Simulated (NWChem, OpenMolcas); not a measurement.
How basis sets differ on InH2I (SMILES [H][In]([H])[I])

InH2I: 4 atoms, total charge 0, spin state singlet. SMILES: `[H][In]([H])[I]`. Geometry: a GFN2-xTB relaxation, a rough one for these elements and not checked as a minimum.

Quantity: the HOMO–LUMO gap, in eV. The values are calculated.

```json
{"level": "HF/STO-3G", "kind": "Hartree–Fock", "program": "NWChem", "value (eV)": "11.95", "CPU time": "7.9 s"}
{"level": "HF/def2-SVP (core potential)", "kind": "Hartree–Fock", "program": "NWChem", "value (eV)": "10.31", "CPU time": "7.9 s"}
{"level": "HF/3-21G", "kind": "Hartree–Fock", "program": "OpenMolcas", "value (eV)": "10.10", "CPU time": "5.1 s"}
{"level": "HF/def2-SVPD (core potential)", "kind": "Hartree–Fock", "program": "OpenMolcas", "value (eV)": "10.31", "CPU time": "8.8 s"}
```

All-electron rows without a relativistic Hamiltonian named are non-relativistic, while core potentials hold scalar relativity, so basis and relativity change together. The values span 10.10 to 11.95 eV. A Hartree–Fock LUMO above zero doesn't converge with the basis: it sinks as sets grow more diffuse. Orbital gaps aren't excitation energies. Times are those of the runs behind each value, whatever else they computed, on shared processors of several kinds: orders of magnitude only.

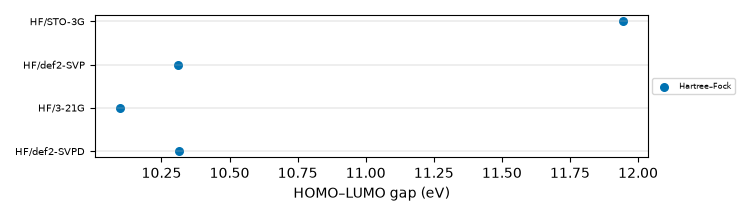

The values of the table, level by level.
